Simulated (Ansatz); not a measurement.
**Nudged elastic band, with input and output: HfHCl3F2**

The run: nudged elastic band of HfHCl3F2. Method and program: RHF/def2-SVP (Ansatz 0.2.0).

It belongs to a series of runs on one base structure; here: band between the two ends.

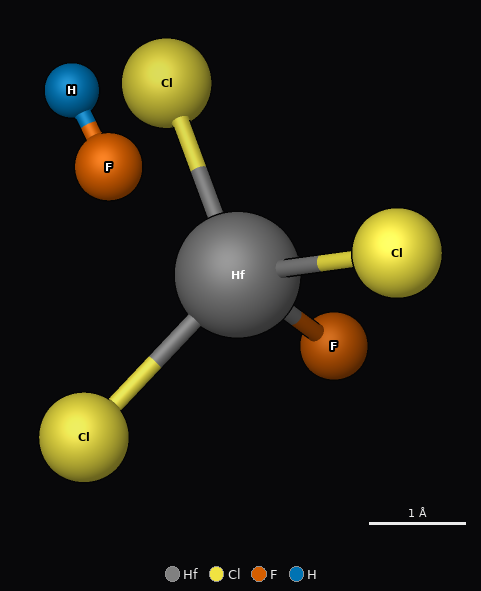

The starting structure (ball-and-stick view, seen at a tilt). Sticks mark near contacts.

Input
```yaml
crystal:
  periodic: [false, false, false]
  atoms:
    - { symbol: Hf, position_ang: [0.034292, -0.032451, 0.061014] }
    - { symbol: Cl, position_ang: [-0.156446, 0.334967, 2.427352] }
    - { symbol: Cl, position_ang: [2.16535, 0.33404, -0.917961] }
    - { symbol: F, position_ang: [-0.899734, 1.487753, -0.561843] }
    - { symbol: Cl, position_ang: [-1.288336, -1.768731, -0.871799] }
    - { symbol: F, position_ang: [1.203938, -1.9309, 1.068412] }
    - { symbol: H, position_ang: [1.256435, -1.991378, 1.977525] }
basis:
  gaussian: { orbitals: def2-SVP }
hamiltonian:
  xc: hf
neb:
  order_check: false
  images: 5
  f_tol: 0.05
  max_iterations: 60
  final_atoms:
    - { symbol: Hf, position_ang: [0.4983609, -0.26393413, -0.32020978] }
    - { symbol: Cl, position_ang: [-0.69193297, -0.75269574, 2.6656455] }
    - { symbol: Cl, position_ang: [1.75196282, 0.20038145, -2.26819286] }
    - { symbol: F, position_ang: [-0.09449212, 1.45055477, 0.25777511] }
    - { symbol: Cl, position_ang: [-1.27284559, -1.69230895, -0.99701527] }
    - { symbol: F, position_ang: [1.76720912, -1.11599197, 0.83464224] }
    - { symbol: H, position_ang: [0.35723684, -1.39270542, 3.01005506] }
  initial_path:
    images:
      - { positions_ang: [[0.034292, -0.032451, 0.061014], [-0.156446, 0.334967, 2.427352], [2.16535, 0.33404, -0.917961], [-0.899734, 1.487753, -0.561843], [-1.288336, -1.768731, -0.871799], [1.203938, -1.9309, 1.068412], [1.256435, -1.991378, 1.977525]] }
      - { positions_ang: [[0.01981477, -0.01968791, 0.04518346], [-0.0939063, 0.20881751, 2.57917313], [2.22863419, 0.23397608, -0.89818111], [-0.91973723, 1.53425876, -0.57613328], [-1.25770066, -1.85998402, -0.86266987], [1.2028655, -1.88943823, 0.94042436], [1.13552873, -1.7746422, 1.9549033]] }
      - { positions_ang: [[0.00533753, -0.00692482, 0.02935292], [-0.03136659, 0.08266802, 2.73099427], [2.29191838, 0.13391217, -0.87840122], [-0.93974046, 1.58076453, -0.59042356], [-1.22706532, -1.95123704, -0.85354074], [1.20179299, -1.84797646, 0.81243673], [1.01462246, -1.5579064, 1.93228161]] }
      - { positions_ang: [[-0.0091397, 0.00583827, 0.01352238], [0.03117311, -0.04348147, 2.8828154], [2.35520257, 0.03384825, -0.85862133], [-0.95974368, 1.62727029, -0.60471384], [-1.19642999, -2.04249006, -0.84441162], [1.20072049, -1.80651469, 0.68444909], [0.89371619, -1.34117059, 1.90965991]] }
      - { positions_ang: [[0.16002717, -0.08408586, -0.09772167], [-0.20986225, -0.27988623, 2.81042543], [2.15412266, 0.08935932, -1.32847851], [-0.6713265, 1.56836512, -0.31721752], [-1.22190186, -1.92576302, -0.8952795], [1.38955004, -1.57634045, 0.73451348], [0.71488974, -1.35834887, 2.2764583]] }
      - { positions_ang: [[0.32919404, -0.17401, -0.20896572], [-0.45089761, -0.51629099, 2.73803547], [1.95304274, 0.14487038, -1.79833569], [-0.38290931, 1.50945994, -0.0297212], [-1.24737372, -1.80903599, -0.94614739], [1.57837958, -1.34616621, 0.78457786], [0.53606329, -1.37552715, 2.64325668]] }
      - { positions_ang: [[0.4983609, -0.26393413, -0.32020978], [-0.69193297, -0.75269574, 2.6656455], [1.75196282, 0.20038145, -2.26819286], [-0.09449212, 1.45055477, 0.25777511], [-1.27284559, -1.69230895, -0.99701527], [1.76720912, -1.11599197, 0.83464224], [0.35723684, -1.39270542, 3.01005506]] }
```

Launch command:
```bash
ansatz run input.yaml --threads 2 --pin off --max-ram 3072MiB --backend cpu --events-out ev --progress --plain --runs-dir out
```

What the program printed
```
Engine: ansatz 0.2.0, x86_64-unknown-linux-gnu
Functional definition: HF
  exchange = exact_x
  correlation = 0
1192 factors; integrals over basis functions are off by at most 2.7e-4 eV
mean field evaluation 1: about -44219.4041 eV, gradient 4.3e1 eV
mean field evaluation 2: about -44219.5181 eV, gradient 4.3e1 eV
mean field evaluation 4: about -44223.6958 eV, gradient 2.9e0 eV
mean field evaluation 8: about -44223.7380 eV, gradient 2.3e-1 eV
mean field -44223.73819144 eV, -1625.1924026089 hartree, gradient 2.0e-5 eV, S^2 0.000000; 0 other end points of the search recorded, 0 dependent functions left out
the calculation of the forces begins
reference -44223.73819144 eV, -1625.1924026089 hartree; 41, 41 occupied and 78, 78 virtual orbitals, 1192 factors
1198 factors; integrals over basis functions are off by at most 6.2e-4 eV
mean field evaluation 16: about -44218.9506 eV, gradient 4.7e1 eV
mean field -44223.69555605 eV, -1625.1908357875 hartree, gradient 8.0e-5 eV, S^2 0.000000; 0 other end points of the search recorded, 0 dependent functions left out
[... from here on the field's lines of each further geometry are left out, up to the last ...]
NEB iter   1: max|band force component| = 5.328e0 eV/Å  barrier→ = 3.5749 eV  barrier← = 3.5323 eV  Δτ_max = 0.2000 Å  (265 SCF iters)
NEB iter   2: max|band force component| = 3.040e0 eV/Å  barrier→ = 1.7513 eV  barrier← = 1.7086 eV  Δτ_max = 0.2000 Å  (200 SCF iters)
NEB iter   3: max|band force component| = 1.419e0 eV/Å  barrier→ = 1.2323 eV  barrier← = 1.1896 eV  Δτ_max = 0.1964 Å  (186 SCF iters)
NEB iter   4: max|band force component| = 1.254e0 eV/Å  barrier→ = 0.9716 eV  barrier← = 0.9289 eV  Δτ_max = 0.2000 Å  (184 SCF iters)
NEB iter   5: max|band force component| = 1.424e0 eV/Å  barrier→ = 0.7504 eV  barrier← = 0.7078 eV  Δτ_max = 0.1019 Å  (184 SCF iters)
NEB iter   6: max|band force component| = 5.764e-1 eV/Å  barrier→ = 0.5803 eV  barrier← = 0.5377 eV  Δτ_max = 0.1206 Å  (187 SCF iters)
NEB iter   7: max|band force component| = 5.143e-1 eV/Å  barrier→ = 0.5482 eV  barrier← = 0.5056 eV  CI = image 3  Δτ_max = 0.1983 Å  (190 SCF iters)
NEB iter   8: max|band force component| = 6.329e-1 eV/Å  barrier→ = 0.8387 eV  barrier← = 0.7960 eV  CI = image 3  Δτ_max = 0.1473 Å  (188 SCF iters)
NEB iter   9: max|band force component| = 6.048e-1 eV/Å  barrier→ = 0.8709 eV  barrier← = 0.8283 eV  CI = image 3  Δτ_max = 0.0572 Å  (186 SCF iters)
NEB iter  10: max|band force component| = 1.867e-1 eV/Å  barrier→ = 0.8556 eV  barrier← = 0.8129 eV  CI = image 3  Δτ_max = 0.0279 Å  (187 SCF iters)
the calculation of the forces begins
reference -44223.62384563 eV, -1625.1882004781 hartree; 41, 41 occupied and 78, 78 virtual orbitals, 1198 factors
1194 factors; integrals over basis functions are off by at most 7.6e-4 eV
mean field -44222.88597142 eV, -1625.1610841009 hartree, gradient 1.1e-5 eV, S^2 0.000000; 1 other end points of the search recorded, 0 dependent functions left out
the calculation of the forces begins
reference -44222.88597142 eV, -1625.1610841009 hartree; 41, 41 occupied and 78, 78 virtual orbitals, 1194 factors
NEB iter  11: max|band force component| = 4.904e-2 eV/Å  barrier→ = 0.8522 eV  barrier← = 0.8096 eV  CI = image 3  Δτ_max = 0.0000 Å  (383 SCF iters)
```

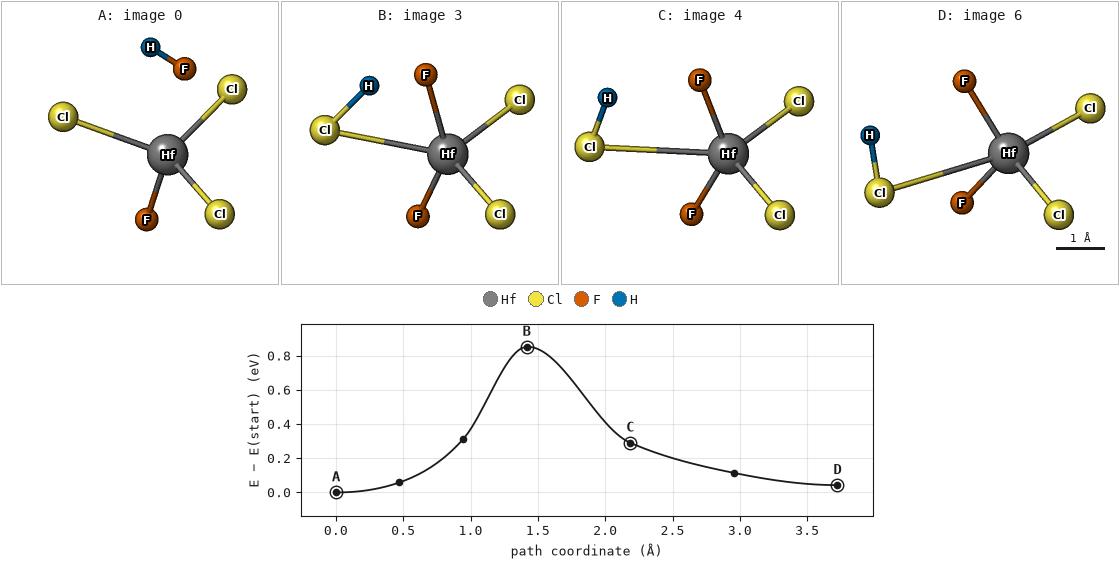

Images of the last band (counted from 0; ball-and-stick, seen at a tilt) above the energy along the path; the line is a cubic interpolation that uses the forces. The highest image is number 3, 0.852 eV above the start and 0.810 eV above the end (the climbing image); the end lies 0.043 eV above the start. The path is 3.72 Å long. The band converged in 11 iterations.

```
Total energy: -44222.88597142 eV, -1625.1610841009 hartree
Atom 0 at     0.221721    -0.326452    -0.055476 Å, force    -0.003428     0.026220    -0.018527 eV/Å
Atom 1 at    -0.087077    -0.054467     2.593603 Å, force    -0.003131     0.008386     0.032127 eV/Å
Atom 2 at     2.113717     0.191814    -1.364157 Å, force    -0.007939    -0.000048     0.010236 eV/Å
Atom 3 at    -0.711773     1.325857    -0.142758 Å, force     0.000690    -0.009775    -0.008129 eV/Å
Atom 4 at    -1.225834    -1.816397    -1.162269 Å, force     0.001538     0.002116     0.006385 eV/Å
Atom 5 at     1.229655    -1.710668     1.156559 Å, force     0.015024    -0.028746     0.037141 eV/Å
Atom 6 at     0.775089    -1.176388     2.157198 Å, force    -0.002754     0.001847    -0.059233 eV/Å
Dipole moment:     0.098036    -0.169106     0.371537 e Å
this run last wrote the band of iteration 11 to [file]
```

The last band as extended XYZ (Å, eV, eV/Å)
```
7
Properties=species:S:1:pos:R:3:forces:R:3 image=0 energy=-44223.73819
Hf    0.0343   -0.0325    0.0610    0.0144  -0.0227   0.0133
Cl   -0.1564    0.3350    2.4274   -0.0051   0.0080  -0.0011
Cl    2.1654    0.3340   -0.9180   -0.0028   0.0043  -0.0044
F    -0.8997    1.4878   -0.5618   -0.0067   0.0109  -0.0031
Cl   -1.2883   -1.7687   -0.8718   -0.0023   0.0043  -0.0038
F     1.2039   -1.9309    1.0684    0.0049  -0.0077   0.0050
H     1.2564   -1.9914    1.9775   -0.0024   0.0029  -0.0059
7
Properties=species:S:1:pos:R:3:forces:R:3 image=1 energy=-44223.67978
Hf    0.0729   -0.1016    0.0454   -0.0404   0.0654   0.0159
Cl   -0.1720    0.1695    2.4538   -0.0128   0.0818  -0.0334
Cl    2.1230    0.2432   -1.0955    0.0158   0.0244   0.0964
F    -0.8383    1.4919   -0.3944   -0.0459   0.0294  -0.1081
Cl   -1.2533   -1.7592   -0.9994   -0.0102  -0.0031   0.0686
F     1.2576   -1.8764    1.1376    0.0003  -0.0458  -0.0316
H     1.1257   -1.7342    2.0353    0.0932  -0.1520  -0.0077
7
Properties=species:S:1:pos:R:3:forces:R:3 image=2 energy=-44223.42722
Hf    0.1379   -0.2089    0.0146   -0.1710   0.2486   0.1295
Cl   -0.1627    0.0545    2.5017   -0.1689   0.2759  -0.1998
Cl    2.0972    0.1913   -1.2603   -0.0345  -0.0245   0.1978
F    -0.7660    1.4242   -0.2346   -0.1091   0.1408  -0.2260
Cl   -1.2233   -1.7791   -1.1080    0.0257   0.0182   0.1309
F     1.2641   -1.7911    1.2167    0.0754  -0.1461   0.1533
H     0.9683   -1.4576    2.0526    0.3824  -0.5129  -0.1856
7
Properties=species:S:1:pos:R:3:forces:R:3 image=3 energy=-44222.88597
Hf    0.2217   -0.3265   -0.0555   -0.0034   0.0262  -0.0185
Cl   -0.0871   -0.0545    2.5936   -0.0031   0.0084   0.0321
Cl    2.1137    0.1918   -1.3642   -0.0079   0.0000   0.0102
F    -0.7118    1.3259   -0.1428    0.0007  -0.0098  -0.0081
Cl   -1.2258   -1.8164   -1.1623    0.0015   0.0021   0.0064
F     1.2297   -1.7107    1.1566    0.0150  -0.0287   0.0371
H     0.7751   -1.1764    2.1572   -0.0028   0.0018  -0.0592
7
Properties=species:S:1:pos:R:3:forces:R:3 image=4 energy=-44223.44733
Hf    0.3128   -0.3925   -0.2169    0.0812  -0.0883  -0.0571
Cl   -0.1632   -0.1451    2.7055   -0.0301  -0.0469   0.0503
Cl    2.0710    0.2650   -1.6460   -0.0080   0.0196  -0.1396
F    -0.5881    1.2777    0.0370    0.0497  -0.0203   0.0683
Cl   -1.2783   -1.7843   -1.2719   -0.0059   0.0098  -0.0451
F     1.3198   -1.6422    0.8862    0.0139   0.0533  -0.1717
H     0.6415   -1.1453    2.6887   -0.1008   0.0729   0.2949
7
Properties=species:S:1:pos:R:3:forces:R:3 image=5 energy=-44223.62385
Hf    0.4056   -0.3476   -0.3040    0.0119   0.0164  -0.0407
Cl   -0.4325   -0.4134    2.7538   -0.0496  -0.0579   0.0148
Cl    1.9219    0.2676   -2.0059   -0.0240  -0.0134  -0.0840
F    -0.3551    1.3370    0.1686    0.0512   0.0154   0.0202
Cl   -1.2805   -1.7519   -1.1960    0.0019   0.0027   0.0221
F     1.5520   -1.3957    0.8287    0.0557   0.0394   0.0078
H     0.5040   -1.2627    2.9375   -0.0471  -0.0025   0.0599
7
Properties=species:S:1:pos:R:3:forces:R:3 image=6 energy=-44223.69556
Hf    0.4984   -0.2639   -0.3202    0.0023   0.0006   0.0011
Cl   -0.6919   -0.7527    2.6656    0.0011   0.0011  -0.0006
Cl    1.7520    0.2004   -2.2682    0.0000   0.0002   0.0009
F    -0.0945    1.4506    0.2578   -0.0008   0.0012  -0.0006
Cl   -1.2728   -1.6923   -0.9970   -0.0020  -0.0018  -0.0002
F     1.7672   -1.1160    0.8346    0.0006   0.0000  -0.0011
H     0.3572   -1.3927    3.0101   -0.0011  -0.0013   0.0005
```

Key numbers

```tsv
quantity	value
outcome	converged
barrier, forward	0.852 eV
barrier, backward	0.810 eV
hardware	2 threads of Intel Xeon (Sapphire Rapids), 32 GiB of memory available, shared host
wall time	2.3 min (CPU time 4.4 min)
peak memory	0.31 GiB
```

The order of the saddle point was not checked.
